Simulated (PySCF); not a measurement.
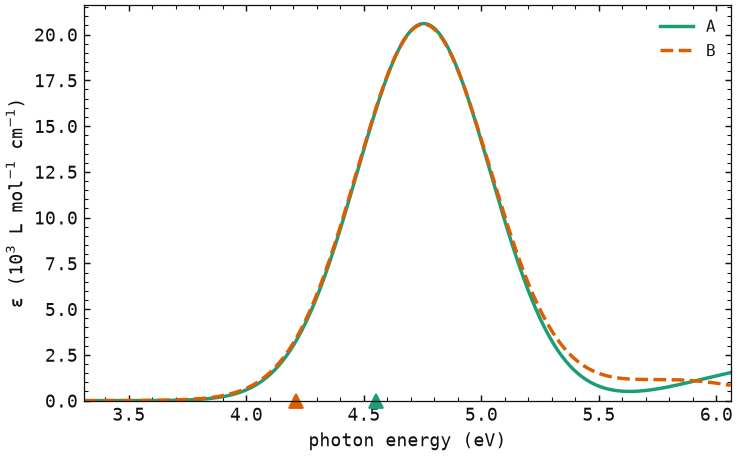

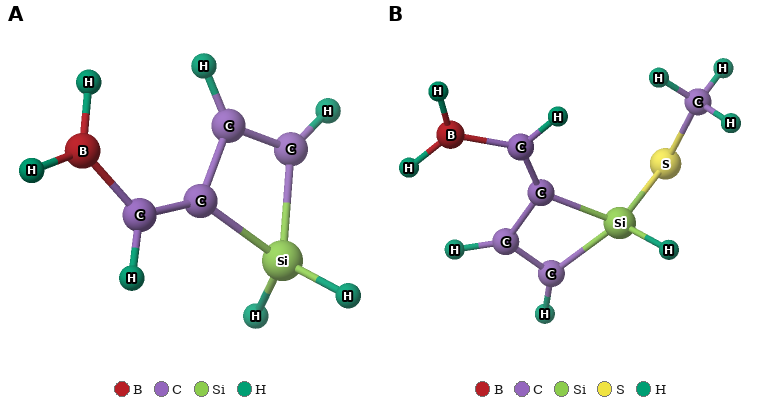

Related molecules: A is C₄H₇BSi, SMILES B/C=C1\C=C[SiH2]1; B is C₅H₉BSSi, SMILES B/C=C1\C=C[Si@H]1SC. Vertical TDDFT absorption, CAM-B3LYP/def2-SVPD in PySCF 2.14.0, at a GFN2-xTB geometry (no frequency check); Gaussians of 1/e half-width 0.40 eV, triangles mark S1, and the range ends where the computed states of one molecule run out.

How does the lowest singlet move?

Answer. A: 4.55 eV (f = 0.002, mainly HOMO−1 → LUMO (97 %)); B: 4.21 eV (f = 0.002, mainly HOMO → LUMO (64 %)). From A to B it shifts 0.34 eV to the red; the leading orbital pair differs.

And the brightest state of each within the range drawn?

Answer. A: S2 at 4.76 eV, f = 0.51; B: S2 at 4.75 eV, f = 0.50.

Limits of at least one run: core orbitals are frozen in the response; one conformer of a flexible molecule; the tight-binding geometry is rougher than a DFT one and adds to the error.
